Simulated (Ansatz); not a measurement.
**CH4Ge (singlet): density functionals in cc-pVTZ**

What do functionals of several rungs give for CH4Ge (singlet)?

The runs use Ansatz 0.2.0, Gaussian basis; cc-pVTZ, all electrons in the functionals, frozen cores in the correlation of double hybrids and RPA.

To be run: PBE, BLYP, r2SCAN, PBE0, B3LYP, wB97M-V, B2PLYP, RKS PBE0, RPA-PBE.

**1. The geometry**

The geometry is a PBE0/def2-TZVP stationary point (not a proven minimum). No spin-orbit coupling is included. The filled d shell of Ge may be among the frozen orbitals whatever the setting's name suggests; the logs give the count.

6 atoms, charge 0, spin multiplicity 1.

Atoms are counted from 1 here; the program's logs count them from 0.

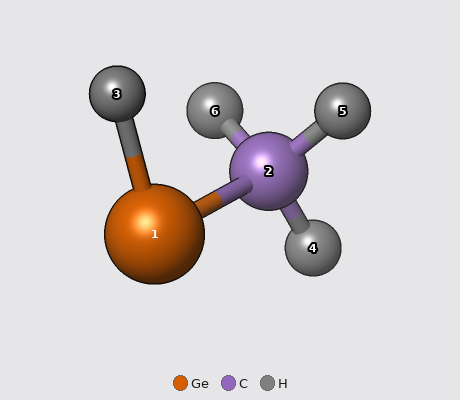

The geometry (germanium orange, carbon purple, hydrogen grey); atoms are numbered from 1 in the order of the file.

No dispersion term is added; wB97M-V holds VV10 nonlocal correlation. B3LYP takes the VWN-RPA correlation.

**2. PBE (unrestricted)**

File in.yaml:

```yaml
crystal:
  periodic: [false, false, false]
  atoms:
    - {symbol: Ge, position_ang: [0.000000, -0.028531, 0.348760]}
    - {symbol: C, position_ang: [0.000000, 0.024796, -1.640235]}
    - {symbol: H, position_ang: [0.000000, 1.566562, 0.480764]}
    - {symbol: H, position_ang: [0.000000, -0.968678, -2.088296]}
    - {symbol: H, position_ang: [0.876161, 0.581392, -1.990831]}
    - {symbol: H, position_ang: [-0.876161, 0.581392, -1.990831]}
basis:
  gaussian: {orbitals: cc-pVTZ}
magnetization: {spin_polarized: true, initial_magnetization: 0}
hamiltonian: {xc: {name: PBE}}
output: {orbitals: {seedname: orbitals}}
```

On the command line:

```console
> ansatz run in.yaml --threads 2 --pin off --events-out ev --progress --plain --max-ram 16896MiB --backend cuda --devices 0, --max-vram 18GiB
```

Log:

```text
Functional definition: PBE
  name "PBE"
  cite "Perdew, Burke & Ernzerhof, Phys. Rev. Lett. 77, 3865 (1996) doi:10.1103/PhysRevLett.77.3865"
  parent pbe
  parameter kappa = 0.804
  parameter beta = 0.06672455060314922
  exchange = pbe_x(kappa = kappa, mu = beta*pi^2/3)
  correlation = pbe_c(beta = beta)
761 factors; their error is unknown
mean field evaluation 1: about -57600.8238 eV, gradient 4.6e1 eV
mean field evaluation 2: about -57566.9790 eV, gradient 7.9e1 eV
mean field evaluation 4: about -57610.3191 eV, gradient 4.1e0 eV
mean field evaluation 8: about -57610.4311 eV, gradient 2.0e-1 eV
mean field evaluation 16: about -57610.4213 eV, gradient 9.2e-5 eV
mean field -57610.42126450 eV, -2117.1439317244 hartree, gradient 8.6e-6 eV, S^2 0.000000; 1 other end points of the search recorded, 0 dependent functions left out
reference -57610.42129761 eV, -2117.1439329412 hartree; 21, 21 occupied and 108, 108 virtual orbitals, 761 factors
Total energy: -57610.42129761 eV, -2117.1439329412 hartree
```

Wall time 1.7 s (1 × H100 (card shared with other runs) with 2 threads of AMD EPYC 7R13, shared host); peak host memory 0.79 GiB.

From the report: ⟨S²⟩ of the determinant 0.000 (pure singlet: 0.00).

**3. BLYP (unrestricted)**

in.yaml: that of step 2 with these lines changed.

```diff
@@ -12,3 +12,2 @@
 magnetization: {spin_polarized: true, initial_magnetization: 0}
-hamiltonian: {xc: {name: PBE}}
-output: {orbitals: {seedname: orbitals}}
+hamiltonian: {xc: {name: BLYP}}
```

The command is unchanged.

Log:

```text
Functional definition: BLYP
  name "BLYP"
  cite "Becke, Phys. Rev. A 38, 3098 (1988) doi:10.1103/PhysRevA.38.3098"
  cite "Lee, Yang & Parr, Phys. Rev. B 37, 785 (1988) doi:10.1103/PhysRevB.37.785"
  parameter beta = 0.0042
  parameter a = 0.04918
  parameter b = 0.132
  parameter c = 0.2533
  parameter d = 0.349
  exchange = b88_x(beta = beta)
  correlation = lyp_c(a = a, b = b, c = c, d = d)
761 factors; their error is unknown
mean field evaluation 1: about -57611.0378 eV, gradient 4.9e1 eV
mean field evaluation 2: about -57571.3177 eV, gradient 8.3e1 eV
mean field evaluation 4: about -57621.5257 eV, gradient 4.5e0 eV
mean field evaluation 8: about -57621.6657 eV, gradient 2.4e-1 eV
mean field evaluation 16: about -57621.6555 eV, gradient 8.9e-5 eV
mean field -57621.65552878 eV, -2117.5567833216 hartree, gradient 1.1e-5 eV, S^2 0.000000; 1 other end points of the search recorded, 0 dependent functions left out
reference -57621.65582494 eV, -2117.5567942054 hartree; 21, 21 occupied and 108, 108 virtual orbitals, 761 factors
Total energy: -57621.65582494 eV, -2117.5567942054 hartree
```

Run time: 1.6 s. Hardware: 1 × H100 (card shared with other runs) with 2 threads of AMD EPYC 7R13, shared host; peak host memory 0.8 GiB.

From the report: ⟨S²⟩ of the determinant 0.000 (pure singlet: 0.00).

**4. r2SCAN (unrestricted)**

in.yaml: that of step 3 with these lines changed.

```diff
@@ -12,2 +12,3 @@
 magnetization: {spin_polarized: true, initial_magnetization: 0}
-hamiltonian: {xc: {name: BLYP}}
+hamiltonian: {xc: {name: r2SCAN}}
+output: {forces: true}
```

The command is unchanged.

Log, cut to the lines that bear on the results:

```text
Functional definition: r2SCAN
  name "r2SCAN"
  cite "Furness, Kaplan, Ning, Perdew & Sun, J. Phys. Chem. Lett. 11, 8208 (2020) doi:10.1021/acs.jpclett.0c02405"
  cite "Furness, Kaplan, Ning, Perdew & Sun, J. Phys. Chem. Lett. 11, 9248 (2020) doi:10.1021/acs.jpclett.0c03077"
  parent r2scan
[...]
761 factors; their error is unknown
[...]
mean field -57619.58393658 eV, -2117.4806537124 hartree, gradient 9.7e-6 eV, S^2 0.000000; 1 other end points of the search recorded, 0 dependent functions left out
[...]
reference -57619.58394848 eV, -2117.4806541501 hartree; 21, 21 occupied and 108, 108 virtual orbitals, 761 factors
Total energy: -57619.58394848 eV, -2117.4806541501 hartree
Atom 0 at     0.000000    -0.028531     0.348760 Å, force     0.000000     0.050959    -0.003846 eV/Å
Atom 1 at     0.000000     0.024796    -1.640235 Å, force    -0.000000    -0.031456     0.004745 eV/Å
Atom 2 at     0.000000     1.566562     0.480764 Å, force    -0.000000    -0.054658    -0.017438 eV/Å
Atom 3 at     0.000000    -0.968678    -2.088296 Å, force    -0.000000     0.034948     0.008277 eV/Å
Atom 4 at     0.876161     0.581392    -1.990831 Å, force    -0.024944     0.000103     0.004131 eV/Å
Atom 5 at    -0.876161     0.581392    -1.990831 Å, force     0.024944     0.000103     0.004131 eV/Å
Dipole moment:     0.000000     0.005181    -0.188687 e Å
```

Wall time 2.2 s (1 × H100 (card shared with other runs) with 2 threads of AMD EPYC 7R13, shared host); peak host memory 0.84 GiB.

From the report: ⟨S²⟩ of the determinant 0.000 (pure singlet: 0.00).

**5. PBE0 (unrestricted)**

in.yaml: that of step 4 with these lines changed.

```diff
@@ -12,3 +12,3 @@
 magnetization: {spin_polarized: true, initial_magnetization: 0}
-hamiltonian: {xc: {name: r2SCAN}}
-output: {forces: true}
+hamiltonian: {xc: {name: PBE0}}
+output: {forces: true, orbitals: {seedname: orbitals}}
```

Launched as before.

Log, cut to the lines that bear on the results:

```text
Functional definition: PBE0
  name "PBE0"
  cite "Adamo & Barone, J. Chem. Phys. 110, 6158 (1999) doi:10.1063/1.478522"
  cite "Perdew, Burke & Ernzerhof, Phys. Rev. Lett. 77, 3865 (1996) doi:10.1103/PhysRevLett.77.3865"
  parent pbe
[...]
827 factors; their error is unknown
[...]
mean field -57612.09558939 eV, -2117.2054620293 hartree, gradient 6.2e-6 eV, S^2 0.000000; 1 other end points of the search recorded, 0 dependent functions left out
[...]
reference -57612.09561373 eV, -2117.2054629237 hartree; 21, 21 occupied and 108, 108 virtual orbitals, 827 factors
Total energy: -57612.09561373 eV, -2117.2054629237 hartree
Atom 0 at     0.000000    -0.028531     0.348760 Å, force    -0.000000     0.019740    -0.011551 eV/Å
Atom 1 at     0.000000     0.024796    -1.640235 Å, force     0.000000    -0.008480    -0.020191 eV/Å
Atom 2 at     0.000000     1.566562     0.480764 Å, force    -0.000000    -0.013398     0.003462 eV/Å
Atom 3 at     0.000000    -0.968678    -2.088296 Å, force    -0.000000     0.022920     0.008924 eV/Å
Atom 4 at     0.876161     0.581392    -1.990831 Å, force    -0.015152    -0.010391     0.009678 eV/Å
Atom 5 at    -0.876161     0.581392    -1.990831 Å, force     0.015152    -0.010391     0.009678 eV/Å
Dipole moment:    -0.000000     0.004554    -0.178133 e Å
```

Run time: 1.8 s. Hardware: 1 × H100 (card shared with other runs) with 2 threads of AMD EPYC 7R13, shared host; peak host memory 0.83 GiB.

From the report: ⟨S²⟩ of the determinant 0.000 (pure singlet: 0.00).

**6. B3LYP (unrestricted)**

in.yaml: that of step 5 with these lines changed.

```diff
@@ -12,3 +12,2 @@
 magnetization: {spin_polarized: true, initial_magnetization: 0}
-hamiltonian: {xc: {name: PBE0}}
-output: {forces: true, orbitals: {seedname: orbitals}}
+hamiltonian: {xc: {name: B3LYP}}
```

The command is unchanged.

Log, cut to the lines that bear on the results:

```text
Functional definition: B3LYP
  name "B3LYP"
  cite "Stephens, Devlin, Chabalowski & Frisch, J. Phys. Chem. 98, 11623 (1994) doi:10.1021/j100096a001"
  cite "Becke, Phys. Rev. A 38, 3098 (1988) doi:10.1103/PhysRevA.38.3098"
  cite "Lee, Yang & Parr, Phys. Rev. B 37, 785 (1988) doi:10.1103/PhysRevB.37.785"
  cite "Vosko, Wilk & Nusair, Can. J. Phys. 58, 1200 (1980) doi:10.1139/p80-159"
[...]
818 factors; their error is unknown
[...]
mean field -57622.21699796 eV, -2117.5774169336 hartree, gradient 6.2e-6 eV, S^2 0.000000; 1 other end points of the search recorded, 0 dependent functions left out
reference -57622.21721520 eV, -2117.5774249168 hartree; 21, 21 occupied and 108, 108 virtual orbitals, 818 factors
Total energy: -57622.21721520 eV, -2117.5774249168 hartree
```

Run time: 1.7 s. Hardware: 1 × H100 (card shared with other runs) with 2 threads of AMD EPYC 7R13, shared host; peak host memory 0.82 GiB.

From the report: ⟨S²⟩ of the determinant 0.000 (pure singlet: 0.00).

**7. wB97M-V (unrestricted)**

in.yaml: that of step 6 with these lines changed.

```diff
@@ -12,2 +12,3 @@
 magnetization: {spin_polarized: true, initial_magnetization: 0}
-hamiltonian: {xc: {name: B3LYP}}
+hamiltonian: {xc: {name: wB97M-V}}
+output: {forces: true, orbitals: {seedname: orbitals}}
```

Launched as before.

Log, cut to the lines that bear on the results:

```text
Functional definition: wB97M-V
  name "wB97M-V"
  cite "Mardirossian & Head-Gordon, J. Chem. Phys. 144, 214110 (2016) doi:10.1063/1.4952647"
  cite "Becke, J. Chem. Phys. 107, 8554 (1997) doi:10.1063/1.475007"
  cite "Vydrov & Van Voorhis, J. Chem. Phys. 133, 244103 (2010) doi:10.1063/1.3521275"
  # Of w^i u^j: cxij and so on, Table III.
[...]
  gx(w, u) = 1 - cx + cx01*u + cx10*w
  gss(w, u) = css00 + css04*u^4 + css10*w + css20*w^2 + css43*w^4*u^3
  gos(w, u) = cos00 + cos10*w + (cos20 + cos21*u)*w^2 + (cos60 + cos61*u)*w^6
[...]
      + integral(e_c_pw_mod_opposite_spin*gos(b97_w_opposite, b97_u_opposite)) + vv10(b, c)
811 factors; their error is unknown
194 factors; integrals over basis functions are off by at most 9.1e-6 eV
[...]
mean field -57616.72793210 eV, -2117.3756974836 hartree, gradient 4.3e-5 eV, S^2 0.000000; 1 other end points of the search recorded, 0 dependent functions left out
[...]
reference -57616.72797131 eV, -2117.3756989249 hartree; 21, 21 occupied and 108, 108 virtual orbitals, 811 factors
Total energy: -57616.72797131 eV, -2117.3756989249 hartree
Atom 0 at     0.000000    -0.028531     0.348760 Å, force     0.000000     0.138034    -0.037810 eV/Å
Atom 1 at     0.000000     0.024796    -1.640235 Å, force    -0.000000     0.006190    -0.030586 eV/Å
Atom 2 at     0.000000     1.566562     0.480764 Å, force    -0.000000    -0.135727    -0.013793 eV/Å
Atom 3 at     0.000000    -0.968678    -2.088296 Å, force     0.000000     0.093089     0.029620 eV/Å
Atom 4 at     0.876161     0.581392    -1.990831 Å, force    -0.070708    -0.050793     0.026285 eV/Å
Atom 5 at    -0.876161     0.581392    -1.990831 Å, force     0.070708    -0.050793     0.026285 eV/Å
Dipole moment:    -0.000000    -0.010640    -0.153094 e Å
```

Wall time 2.9 s (1 × H100 (card shared with other runs) with 2 threads of AMD EPYC 7R13, shared host); peak host memory 0.91 GiB.

From the report: ⟨S²⟩ of the determinant 0.000 (pure singlet: 0.00).

**8. B2PLYP (unrestricted)**

in.yaml: that of step 7 with these lines changed.

```diff
@@ -12,3 +12,3 @@
 magnetization: {spin_polarized: true, initial_magnetization: 0}
-hamiltonian: {xc: {name: wB97M-V}}
-output: {forces: true, orbitals: {seedname: orbitals}}
+hamiltonian: {xc: {name: B2PLYP}}
+correlation: {electrons: outside_noble_gas}
```

Launched as before.

Log, cut to the lines that bear on the results:

```text
Functional definition: B2PLYP
  name "B2PLYP"
  cite "Grimme, J. Chem. Phys. 124, 034108 (2006) doi:10.1063/1.2148954"
  cite "Becke, Phys. Rev. A 38, 3098 (1988) doi:10.1103/PhysRevA.38.3098"
  cite "Lee, Yang & Parr, Phys. Rev. B 37, 785 (1988) doi:10.1103/PhysRevB.37.785"
[...]
750 factors; integrals over basis functions are off by at most 1.1e-3 eV
[...]
mean field -57605.82560978 eV, -2116.9750445283 hartree, gradient 6.8e-6 eV, S^2 0.000000; 2 other end points of the search recorded, 0 dependent functions left out
15 core orbitals not correlated: weight in the atoms' cores, before any rotation towards them, 0.999 or more for the frozen orbitals, at most 0.000 for the correlated occupied ones
reference -57605.82574625 eV, -2116.9750495434 hartree; 6, 6 occupied and 108, 108 virtual orbitals, 750 factors
second order -9.35421770 eV of doubles, -0.00000000 eV of singles
Total energy: -57608.35138503 eV, -2117.0678650566 hartree
```

Run time: 2.3 s. Hardware: 1 × H100 (card shared with other runs) with 2 threads of AMD EPYC 7R13, shared host; peak host memory 0.85 GiB.

From the report: ⟨S²⟩ of the determinant 0.000 (pure singlet: 0.00).

**9. PBE0 (restricted)**

in.yaml: that of step 8 with these lines changed.

```diff
@@ -11,4 +11,2 @@
   gaussian: {orbitals: cc-pVTZ}
-magnetization: {spin_polarized: true, initial_magnetization: 0}
-hamiltonian: {xc: {name: B2PLYP}}
-correlation: {electrons: outside_noble_gas}
+hamiltonian: {xc: {name: PBE0}}
```

Launched as before.

Log:

```text
Functional definition: PBE0
  name "PBE0"
  cite "Adamo & Barone, J. Chem. Phys. 110, 6158 (1999) doi:10.1063/1.478522"
  cite "Perdew, Burke & Ernzerhof, Phys. Rev. Lett. 77, 3865 (1996) doi:10.1103/PhysRevLett.77.3865"
  parent pbe
  parameter a = 0.25
  parameter kappa = 0.804
  parameter beta = 0.06672455060314922
  exchange = (1 - a)*pbe_x(kappa = kappa, mu = beta*pi^2/3) + a*exact_x
  correlation = pbe_c(beta = beta)
827 factors; their error is unknown
mean field evaluation 1: about -57606.0009 eV, gradient 5.1e1 eV
mean field evaluation 2: about -57600.8412 eV, gradient 6.2e1 eV
mean field evaluation 4: about -57611.8867 eV, gradient 1.1e0 eV
mean field evaluation 8: about -57612.0956 eV, gradient 6.6e-2 eV
mean field -57612.09558960 eV, -2117.2054620370 hartree, gradient 5.0e-5 eV, S^2 0.000000; 0 other end points of the search recorded, 0 dependent functions left out
reference -57612.09561394 eV, -2117.2054629314 hartree; 21, 21 occupied and 108, 108 virtual orbitals, 827 factors
Total energy: -57612.09561394 eV, -2117.2054629314 hartree
```

Run time: 1.5 s. Hardware: 1 × H100 (card shared with other runs) with 2 threads of AMD EPYC 7R13, shared host; peak host memory 0.81 GiB.

**10. RPA-PBE**

in.yaml: that of step 9 with these lines changed.

```diff
@@ -11,2 +11,4 @@
   gaussian: {orbitals: cc-pVTZ}
-hamiltonian: {xc: {name: PBE0}}
+magnetization: {spin_polarized: true, initial_magnetization: 0}
+hamiltonian: {xc: {name: PBE}}
+correlation: {method: rpa, electrons: outside_noble_gas}
```

The command is unchanged.

Log, cut to the lines that bear on the results:

```text
Functional definition: PBE
  name "PBE"
  cite "Perdew, Burke & Ernzerhof, Phys. Rev. Lett. 77, 3865 (1996) doi:10.1103/PhysRevLett.77.3865"
  parent pbe
[...]
750 factors; integrals over basis functions are off by at most 1.1e-3 eV
[...]
mean field -57610.42124868 eV, -2117.1439311430 hartree, gradient 7.3e-7 eV, S^2 0.000000; 4 other end points of the search recorded, 0 dependent functions left out
15 core orbitals not correlated: weight in the atoms' cores, before any rotation towards them, 0.998 or more for the frozen orbitals, at most 0.001 for the correlated occupied ones
reference -57566.81462237 eV, -2115.5414171835 hartree; 6, 6 occupied and 108, 108 virtual orbitals, 750 factors
Total energy: -57580.95001267 eV, -2116.0608831959 hartree
```

Wall time 2.6 s (1 × H100 (card shared with other runs) with 2 threads of AMD EPYC 7R13, shared host); peak host memory 0.92 GiB.

From the report: ⟨S²⟩ of the determinant 0.000 (pure singlet: 0.00).

**11. Side by side**

| functional | energy (eV) | ⟨S²⟩ | time |
| --- | --- | --- | --- |
| PBE | -57610.4213 | 0.000 | 1.7 s |
| BLYP | -57621.6558 | 0.000 | 1.6 s |
| r2SCAN | -57619.5839 | 0.000 | 2.2 s |
| PBE0 | -57612.0956 | 0.000 | 1.8 s |
| B3LYP | -57622.2172 | 0.000 | 1.7 s |
| wB97M-V | -57616.7280 | 0.000 | 2.9 s |
| B2PLYP | -57608.3514 | 0.000 | 2.3 s |
| RKS PBE0 | -57612.0956 | 0.000 | 1.5 s |
| RPA-PBE | -57580.9500 | 0.000 | 2.6 s |

Orbital levels of the runs that wrote orbitals: PBE HOMO -5.38, LUMO -3.44 eV; PBE0 HOMO -6.39, LUMO -2.58 eV; wB97M-V HOMO -8.51, LUMO -0.63 eV.

**12. Outcome**

| quantity | value |
| --- | --- |
| spread of total energies | 41.3 eV |
| quickest, slowest | RKS PBE0 1.5 s, wB97M-V 2.9 s |

**Reading.** Total energies of different functionals can't be ranked; only differences within one functional count.
